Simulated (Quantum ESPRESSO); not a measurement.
# E(M) of FePt (Tetraferroplatinum), part 2 of 2

Aim: the energy of FePt (Tetraferroplatinum) as a function of the total spin moment of its primitive cell.

Quantum ESPRESSO 7.5; PBE; plane waves with GBRV 1.5 PBE potentials, no spin-orbit coupling.

So far, absolute magnetization (μB): step 2 (No moment imposed) 3.53.

**4. Moment fixed at 0.565 μB (continued)**

Spin moment in the atom's sphere by atom:

| atom | spin moment in the atom's sphere (μB) |
| --- | --- |
| Fe1 | 0.612 |
| Pt2 | -0.018 |

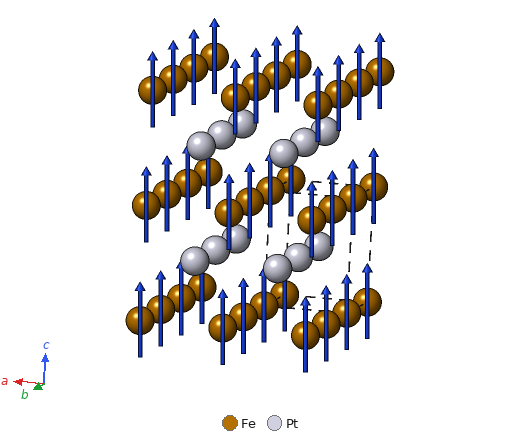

Spin moment in the atom's sphere as arrows, the longest 0.612 μB. Up and down stand for the sign. Arrows give size and sign along the axis of quantisation, drawn up and down the page. 2×3×2 cells are drawn. Some periodic images of atoms are drawn too.

This step gave:

| Item | Value |
| --- | --- |
| magnetization | 0.565 μB |
| absolute magnetization | 0.676 μB |
| half the difference of the two Fermi energies | -117.8 meV |

**5. Moment fixed at 1.131 μB**

pw.py reads:

```python
from ase import Atoms
from ase.calculators.espresso import Espresso, EspressoProfile

atoms = Atoms(['Fe', 'Pt'],
    cell=[[2.7235, 0.0, 0.0],
         [0.0, 2.7235, 0.0],
         [0.0, 0.0, 3.72]],
    scaled_positions=[[0.0, 0.0, 0.0],
         [0.5, 0.5, 0.5]],
    pbc=True,
    magmoms=[1.131, 0.0])
input_data = {
    'control': {'calculation': 'scf', 'prefix': 'pwscf', 'outdir': './tmp', 'disk_io': 'nowf', 'tprnfor': True, 'tstress': True},
    'system': {'ecutwfc': 40.0, 'ecutrho': 280.0, 'nbnd': 26, 'occupations': 'smearing', 'smearing': 'fd', 'degauss': 0.00734986, 'nspin': 2, 'tot_magnetization': 1.131},
    'electrons': {'conv_thr': 4e-09, 'electron_maxstep': 150, 'mixing_beta': 0.3},
}
atoms.calc = Espresso(
    profile=EspressoProfile(command='mpirun -n 2 pw.x -nk 2', pseudo_dir='pseudo'),
    pseudopotentials={'Pt': 'pt_pbe_v1.4.uspp.F.UPF', 'Fe': 'fe_pbe_v1.5.uspp.F.UPF'},
    input_data=input_data,
    kpts=(10, 10, 10),
    koffset=(0, 0, 0))
atoms.get_potential_energy()
energy = atoms.calc.results['free_energy']
print(f'free energy: {energy:.6f} eV')
print('site moments (muB):', atoms.get_magnetic_moments().round(3))
```

Started as:

```console
> OMP_NUM_THREADS=1 python3 pw.py > pw.log
```

Log:

```text
     [... lines left out ...]
free energy: -6272.675562 eV
site moments (muB): [ 1.208 -0.02 ]
--- espresso.pwo ---
Program PWSCF v.7.5 starts
     [... lines left out ...]
     number of atoms/cell      =            2
     [... lines left out ...]
     number of electrons       =        32.00 (up:  16.57, down:  15.43)
     number of Kohn-Sham states=           26
     kinetic-energy cutoff     =      40.0000  Ry
     charge density cutoff     =     280.0000  Ry
     scf convergence threshold =      4.0E-09
     [... lines left out ...]
     16 Sym. Ops., with inversion, found
     [... lines left out ...]
     number of k points=   126  Fermi-Dirac smearing, width (Ry)=  0.0073
     [... lines left out ...]
     iteration # 16     ecut=    40.00 Ry     beta= 0.30
     [... lines left out ...]
     Magnetic moment per site  (integrated on atomic sphere of radius R)
     atom   1 (R=0.406)  charge= 14.7776  magn=  1.2078
     atom   2 (R=0.406)  charge= 13.7463  magn= -0.0198
     [... lines left out ...]
     the spin up/dw Fermi energies are    19.6404   20.0923 ev
!    total energy              =    -461.03319060 Ry
     estimated scf accuracy    <          1.4E-09 Ry
     smearing contrib. (-TS)   =      -0.01101716 Ry
     [... lines left out ...]
     total magnetization       =     1.13 Bohr mag/cell
     absolute magnetization    =     1.32 Bohr mag/cell
     convergence has been achieved in  16 iterations
     [... lines left out ...]
     Total force =     0.000000     Total SCF correction =     0.000000
     [... lines left out ...]
          total   stress  (Ry/bohr**3)                   (kbar)     P=     -103.16
     [... lines left out ...]
```

It took 61 s on 2 MPI ranks of Arm Neoverse V1, shared host; peak memory 0.31 GiB.

Numbers from this step:

```
magnetization                                 : 1.131 μB
absolute magnetization                        : 1.322 μB
half the difference of the two Fermi energies : -225.9 meV
largest moment                                : 1.208 μB
```

**6. The curve**

The runs not shown differ in the target, the start and the number of states alone. The point at 3.35 μB is the free run, entered with slope zero.

Energy over the lowest against total spin moment:

| total spin moment (μB a cell) | energy over the lowest (meV a cell) |
| --- | --- |
| 0.00 | 762 |
| 0.56 | 728 |
| 1.13 | 630 |
| 1.70 | 474 |
| 2.26 | 278 |
| 2.83 | 90.1 |
| 3.35 | 0 |
| 3.39 | 0.838 |
| 3.96 | 190 |
| 4.52 | 752 |

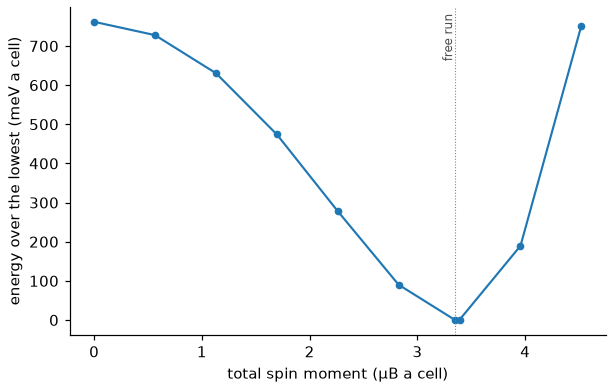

Energy over the lowest, plotted against total spin moment.

The dE/dM by total spin moment:

| total spin moment (μB a cell) | dE/dM (meV/μB) |
| --- | --- |
| 0.00 | -0.0113 |
| 0.56 | -118 |
| 1.13 | -226 |
| 1.70 | -322 |
| 2.26 | -357 |
| 2.83 | -284 |
| 3.35 | 0 |
| 3.39 | 40.1 |
| 3.96 | 660 |
| 4.52 | 1290 |

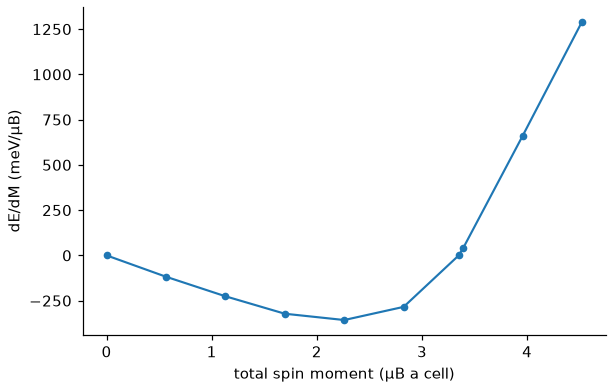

dE/dM against total spin moment.

Largest site moment against total spin moment:

| total spin moment (μB a cell) | largest site moment (μB) |
| --- | --- |
| 0.00 | 3.6e-5 |
| 0.56 | 0.612 |
| 1.13 | 1.21 |
| 1.70 | 1.78 |
| 2.26 | 2.28 |
| 2.83 | 2.69 |
| 3.35 | 3.01 |
| 3.39 | 3.03 |
| 3.96 | 3.32 |
| 4.52 | 3.54 |

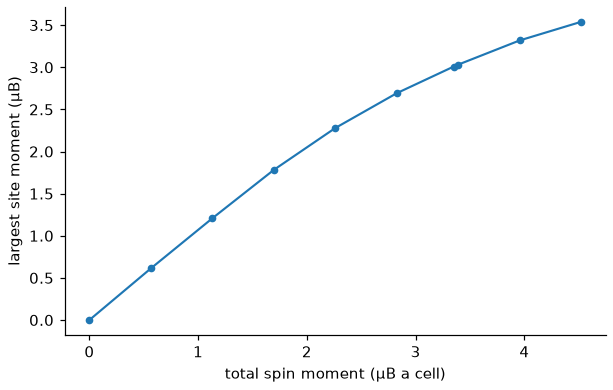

Largest site moment against total spin moment.

**7. What came out**

```json
{
  "moment of the free run": "3.35 μB a cell",
  "energy at zero total moment": "762 meV a cell over the lowest",
  "ΔE/ΔM² from the lowest point to 3.96 and to 2.83 μB": "514 and 328 meV/μB²"
}
```

In words: At zero total moment the site moments vanish, so the 762 meV a cell is the energy of forming them. The points show one minimum alone. The cell holds one seeded atom, so opposed orders, which may lie lower, cannot form in it. Energies are free energies at an electronic temperature of 1160 K, which lowers moments and differences where the moments are itinerant.

[Logs and program files are shortened in this print: banners, set-up blocks, solver, clock and traceback lines can be left out without a mark of their own.]

[Logs are printed without paths, hosts, clocks, repeated set-up lines and the standing remarks that a program may print on its own settings, such as how far it seeks lower states.]

[Hosts, paths, dates, database ids (printed as entryN), source tags and the programs' standing remarks are cut or masked in the printed files.]

[Where a cell is said to come from a database of computed structures, the database is the Materials Project.]
